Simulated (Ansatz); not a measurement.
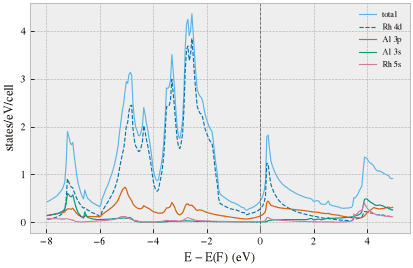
*Total and projected density of states of AlRh (CsCl type, Pm-3m), the program Ansatz at the PBEsol level (PAW)*

Which orbitals carry the states next to the Fermi level?

Within 0.5 eV of the Fermi level: Rh 4d 63 %, Al 3p 27 %. Projections are on Löwdin-orthogonalised atomic valence shells; empty p or d shells of many metals are not among them.

Where is the tallest occupied peak in this window, and what makes it?

Near -2.5 eV, about 4.4 states/eV per cell; the largest projected share is Rh 4d.

A made-up cell: these elements were put on the sites of a structure type; the Crystallography Open Database copy checked does not list it. Whether it is the stable phase at ambient conditions was not checked. The PBEsol relaxation kept the symmetry of its start; its stability against distortions is not shown here. No spin polarisation was allowed. Spin–orbit coupling is left out wherever it is not named.

Potentials: the earlier of the program's two PAW sets. The files were generated under PBE; for other functionals the program regenerates the frozen cores, and for LDA and PBEsol the local potential too.
